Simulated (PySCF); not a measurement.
C₂H₈GaN, SMILES `C[Ga](C)N`.

PySCF calculation, B3LYP/cc-pVDZ, gas phase; geometry: GFN2-xTB. No frequency check shows the geometry to be a minimum. GFN2-xTB bond lengths at metals and heavier atoms can be off by up to 0.1 Å and shapes distorted, which carries into these values. Without diffuse functions Rydberg states are missing, so the states' numbers hold for this basis only.

Cartesian coordinates (Å):

```
C1       1.8371   -0.8844    0.0003
Ga2      0.0013   -0.0111   -0.0004
C3      -1.8213   -0.9122    0.0005
N4      -0.0187    1.8145    0.0002
H5       1.8429   -1.7970   -0.6002
H6       2.1353   -1.1557    1.0162
H7       2.5868   -0.1985   -0.4005
H8      -2.2427   -0.9272   -1.0078
H9      -2.5150   -0.3653    0.6434
H10     -1.7600   -1.9439    0.3535
H11     -0.8469    2.3960    0.0286
H12      0.7952    2.4156   -0.0263
```

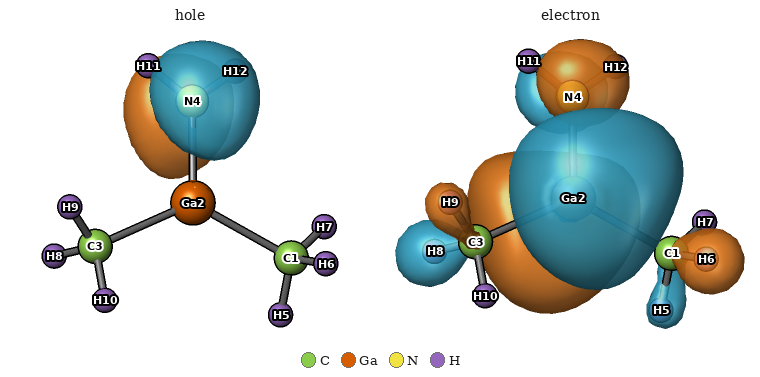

Leading natural transition orbital pair of S₃ (TDA singlet states); the surfaces enclose about 78 % of each orbital's density.

Where does the state lie, and where do hole and electron sit?

Answer. 6.39 eV (194 nm), f = 0.113 (bright); the leading pair carries 92 %; hole on N4 (69 %), Ga2 (15 %) and H11 and H12 (6 % each), electron on Ga2 (63 %), N4 (12 %) and C1 and C3 (6 % each); their centroids lie 1.5 Å apart. In canonical orbitals it is mainly HOMO → LUMO (91 %). The HOMO–LUMO gap is 6.52 eV.

Cost of the run: 84 s on 1 thread of Intel(R) Xeon(R) Platinum 8488C (Sapphire Rapids) (shared host), peak memory 0.63 GiB.
